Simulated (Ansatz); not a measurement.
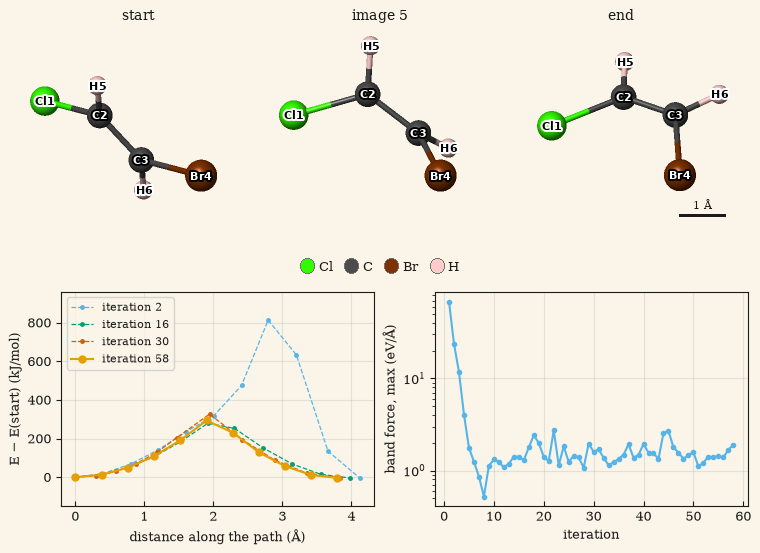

NEB run on C2H2BrCl. Images are numbered from 0 (start) to 10 (end). The plot follows the band through its iterations. The picture is a ball-and-stick view, seen from a free direction.

All numbers below come from Ansatz 0.2.0, RKS revPBE-D4/def2-SVP. Set-up: 9 movable images; climbing image; force threshold 0.03 eV/Å; iteration limit 58; starting path through a guess of the saddle point.

Question: Did the band converge, and can the barrier be trusted?

Answer: The result isn't final. The band hadn't converged when the run stopped after 58 iterations. The largest component of the band force went from 68 to 1.9 eV/Å. The barrier read from it is provisional: over the last two iterations the highest image moved from 280.1 kJ/mol to 293.5 kJ/mol. The first iteration put the highest image at 2570.5 kJ/mol. The energy climbs by 293.5 kJ/mol to image 5 and then falls by 297.4 kJ/mol, so the end point sits at −3.9 kJ/mol.

Cost: 20 min on 1 thread of Arm Neoverse V1 (shared host), peak memory 0.16 GiB.
